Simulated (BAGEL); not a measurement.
# UHF/STO-3G (density fitting with qzvpp-jkfit) run of C2H2F2N (SMILES C=N[C](F)F)

What is the vertical doublet–quartet gap of C2H2F2N at UHF/STO-3G (density fitting with qzvpp-jkfit)? 

The calculation is run with BAGEL 1.2.2.

### Step 1. The system as given

C2H2F2N: 7 atoms, total charge 0, spin state doublet. SMILES: `C=N[C](F)F`. Geometry: relaxed at GFN2-xTB. This is one conformer, not always the lowest.

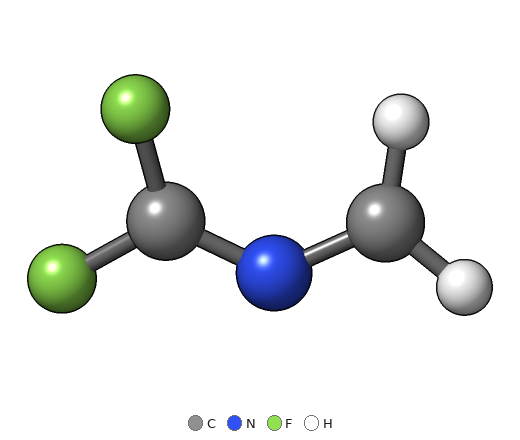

Viewed from a chosen angle; carbon grey, nitrogen blue, fluorine green, hydrogen white.

### Step 2. The energy at UHF/STO-3G (density fitting with qzvpp-jkfit)

Contents of hf.json:

```json
{ "bagel": [

{
  "title": "molecule",
  "basis": "sto-3g",
  "df_basis": "qzvpp-jkfit",
  "angstrom": true,
  "geometry": [
    { "atom": "C", "xyz": [       0.197830,       0.742970,       0.949940 ] },
    { "atom": "N", "xyz": [      -0.528610,      -0.135140,       0.305710 ] },
    { "atom": "C", "xyz": [      -0.277460,      -0.710900,      -0.792830 ] },
    { "atom": "F", "xyz": [      -1.029680,      -1.684470,      -1.260700 ] },
    { "atom": "F", "xyz": [       0.680660,      -0.414240,      -1.684400 ] },
    { "atom": "H", "xyz": [      -0.273310,       1.245090,       1.773950 ] },
    { "atom": "H", "xyz": [       1.230560,       0.956700,       0.708330 ] }
  ]
},

{ "title": "uhf", "nopen": 1 },

{ "title": "print", "file": "orbitals.molden", "orbitals": true }

]}
```

Started as:

```bash
$ BAGEL_NUM_THREADS=1 BAGEL hf.json > hf.out
```

Standard output:

```text
* using 1 threads per process

  ===============================================================
  ===============================================================

  *** Geometry ***

  { "atom" : "C", "xyz" : [      0.373845,      1.404010,      1.795126 ] },
  { "atom" : "N", "xyz" : [     -0.998928,     -0.255378,      0.577708 ] },
  { "atom" : "C", "xyz" : [     -0.524323,     -1.343406,     -1.498232 ] },
  { "atom" : "F", "xyz" : [     -1.945813,     -3.183187,     -2.382378 ] },
  { "atom" : "F", "xyz" : [      1.286261,     -0.782800,     -3.183055 ] },
  { "atom" : "H", "xyz" : [     -0.516481,      2.352879,      3.352280 ] },
  { "atom" : "H", "xyz" : [      2.325421,      1.807901,      1.338550 ] },

  Number of auxiliary basis functions:      417

  Since a DF basis is specified, we compute 2- and 3-index integrals:
    o Being stored without compression. Storage requirement is 0.002 GB

  Number of basis functions:       27
  Number of electrons      :       39

    * METHOD: MOLECULE                             0.12

  *** Open-shell HF ***

  === Nuclear Repulsion ===
   169.5238195079

      * DIIS with orbital gradients will be used.

  === UHF iteration (sto-3g) ===
      0       -325.54567295          0.05072339           0.02
      1       -325.67877936          0.01874447           0.02
      2       -325.70063557          0.00740564           0.02
      3       -325.70659748          0.00178449           0.02
      4       -325.71068625          0.00085158           0.02
      5       -325.71250555          0.00057264           0.02
      6       -325.71375418          0.00031261           0.02
      7       -325.71404714          0.00009054           0.02
      8       -325.71405403          0.00002562           0.02
      9       -325.71405470          0.00000912           0.02
     10       -325.71405539          0.00000384           0.02
     11       -325.71405548          0.00000148           0.02
     12       -325.71405549          0.00000067           0.02
     13       -325.71405549          0.00000025           0.02
     14       -325.71405549          0.00000015           0.02
     15       -325.71405549          0.00000007           0.03
     16       -325.71405549          0.00000003           0.02
     17       -325.71405549          0.00000002           0.02
     18       -325.71405549          0.00000001           0.02
    * SCF iteration converged.

    * S^2 (UHF) is 0.9655

    * Permanent dipole moment:
           (   -0.418318,    -0.316633,    -0.108258) a.u.

    * METHOD: UHF                                  0.52

    * METHOD: PRINT                                0.00

  ===============================================================
```

Run time: 0.76 s. Hardware: 1 thread of Arm Neoverse V1, shared host.

### Step 3. The quartet, same level

Contents of input.json:

```json
{ "bagel": [

{
  "title": "molecule",
  "basis": "sto-3g",
  "df_basis": "qzvpp-jkfit",
  "angstrom": true,
  "geometry": [
    { "atom": "C", "xyz": [    0.197830,    0.742970,    0.949940 ] },
    { "atom": "N", "xyz": [   -0.528610,   -0.135140,    0.305710 ] },
    { "atom": "C", "xyz": [   -0.277460,   -0.710900,   -0.792830 ] },
    { "atom": "F", "xyz": [   -1.029680,   -1.684470,   -1.260700 ] },
    { "atom": "F", "xyz": [    0.680660,   -0.414240,   -1.684400 ] },
    { "atom": "H", "xyz": [   -0.273310,    1.245090,    1.773950 ] },
    { "atom": "H", "xyz": [    1.230560,    0.956700,    0.708330 ] }
  ]
},
{
  "title": "uhf",
  "nopen": 3
},
{
  "title": "print",
  "file": "orbitals.molden",
  "orbitals": true
}

]}
```

Started as:

```bash
$ BAGEL_NUM_THREADS=1 BAGEL input.json > input.out
```

Standard output:

```text
* using 1 threads per process

  ===============================================================
  ===============================================================

  *** Geometry ***

  { "atom" : "C", "xyz" : [      0.373845,      1.404010,      1.795126 ] },
  { "atom" : "N", "xyz" : [     -0.998928,     -0.255378,      0.577708 ] },
  { "atom" : "C", "xyz" : [     -0.524323,     -1.343406,     -1.498232 ] },
  { "atom" : "F", "xyz" : [     -1.945813,     -3.183187,     -2.382378 ] },
  { "atom" : "F", "xyz" : [      1.286261,     -0.782800,     -3.183055 ] },
  { "atom" : "H", "xyz" : [     -0.516481,      2.352879,      3.352280 ] },
  { "atom" : "H", "xyz" : [      2.325421,      1.807901,      1.338550 ] },

  Number of auxiliary basis functions:      417

  Since a DF basis is specified, we compute 2- and 3-index integrals:
    o Being stored without compression. Storage requirement is 0.002 GB

  Number of basis functions:       27
  Number of electrons      :       39

    * METHOD: MOLECULE                             0.12

  *** Open-shell HF ***

  === Nuclear Repulsion ===
   169.5238195079

      * DIIS with orbital gradients will be used.

  === UHF iteration (sto-3g) ===
      0       -325.40865725          0.03628774           0.02
      1       -325.50905323          0.01028726           0.02
      2       -325.52175890          0.00446800           0.02
      3       -325.52504334          0.00189122           0.02
      4       -325.52603734          0.00044898           0.02
      5       -325.52617238          0.00024707           0.02
      6       -325.52621764          0.00018298           0.02
      7       -325.52623970          0.00014049           0.02
      8       -325.52625443          0.00010302           0.02
      9       -325.52627125          0.00003643           0.02
     10       -325.52627341          0.00001615           0.02
     11       -325.52627381          0.00000528           0.02
     12       -325.52627385          0.00000251           0.02
     13       -325.52627386          0.00000069           0.02
     14       -325.52627386          0.00000032           0.02
     15       -325.52627386          0.00000022           0.02
     16       -325.52627386          0.00000015           0.02
     17       -325.52627386          0.00000010           0.02
     18       -325.52627386          0.00000006           0.02
     19       -325.52627386          0.00000002           0.02
     20       -325.52627386          0.00000001           0.02
    * SCF iteration converged.

    * S^2 (UHF) is 3.7619

    * Permanent dipole moment:
           (   -0.057635,    -0.369111,    -0.417546) a.u.

    * METHOD: UHF                                  0.56

    * METHOD: PRINT                                0.00

  ===============================================================
```

Wall time 0.8 s (1 thread of Arm Neoverse V1, shared host).

### Step 4. What came out

At UHF/STO-3G (density fitting with qzvpp-jkfit):

```
                                        quantity          value
                           doublet: total energy  -325.71406 Eh
                          doublet: dipole moment         1.36 D
                                   doublet: ⟨S²⟩          0.966
                           quartet: total energy  -325.52627 Eh
                          quartet: dipole moment         1.42 D
                                   quartet: ⟨S²⟩          3.762
vertical energy of the quartet above the doublet       5.110 eV
```

In words: At this shape the quartet lies 5.11 eV (118 kcal/mol) above the doublet. In a minimal basis such a difference can be off by several eV, whatever the method. ⟨S²⟩ (doublet) is 0.97 where a pure doublet has 0.75: the reference is spin-contaminated.
